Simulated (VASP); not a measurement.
Band structure of ZrN (rock salt). These are optB86b-vdW, VASP's PBE PAW potentials (set 64) (plane waves; VASP) values and carry that method's errors.

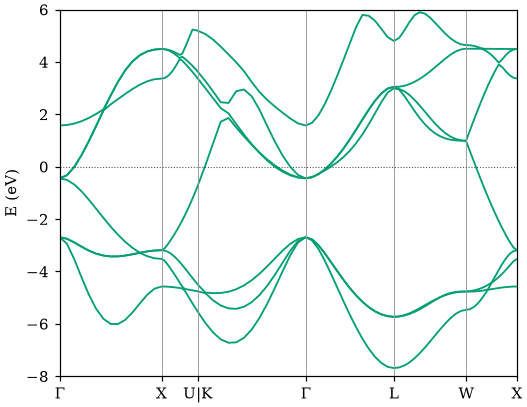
*Bands along high-symmetry lines, zero at the valence-band maximum or, without a gap, the Fermi level*

Question: Read the plot: is there a gap, and where are the band edges?

Answer: It has no gap at this level: it comes out as a metal or semimetal. (Edges off the drawn lines would not show.)

The compound is ZrN in the rock salt structure. It was relaxed first. The electron count is odd and the run is not spin-polarised, which forces a metal.
